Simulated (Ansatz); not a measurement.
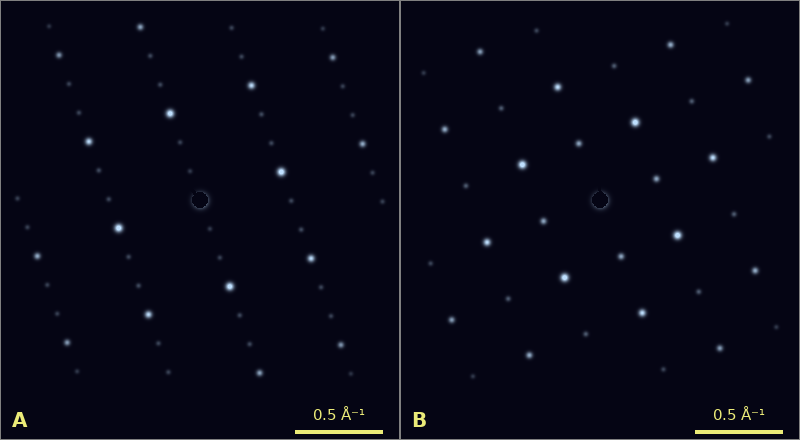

Kinematic electron diffraction patterns (200 kV, B = 0.5 Å², same scale, each along a low-index zone) of two structures of composition Zn2P, each relaxed at zero pressure with Ansatz, DFT PBE, scalar-relativistic, plane waves, PAW.

The structures (standard cells):
1. P4/nmm (No. 129), a = 4.080 Å, c = 6.086 Å, 6 atoms; generated start, possibly hypothetical
2. I4/mmm (No. 139), a = 2.859 Å, c = 11.408 Å, 6 atoms; generated start, possibly hypothetical

Which pattern belongs to which structure, and along which zone?

Answer. A is structure 2 along [110] or an equivalent direction: rectangular net of 0 0 2 (weak) at d = 5.70 Å and 1 -1 0 at d = 2.02 Å, 90.0° apart. B is structure 1 along [001]: square net of 1 -1 0 at d = 2.88 Å and 1 1 0 at d = 2.88 Å, 90.0° apart (some points of this net are extinct or too weak to see).

Rank the structures by their computed energy.

Answer. Structure 1 (P4/nmm, 16.88 Å³ an atom) is the lowest of these; structure 2 (I4/mmm, 15.55 Å³ an atom) lies about 150 meV an atom higher. These are static energies at 0 K; other structures, not shown, may lie lower still.
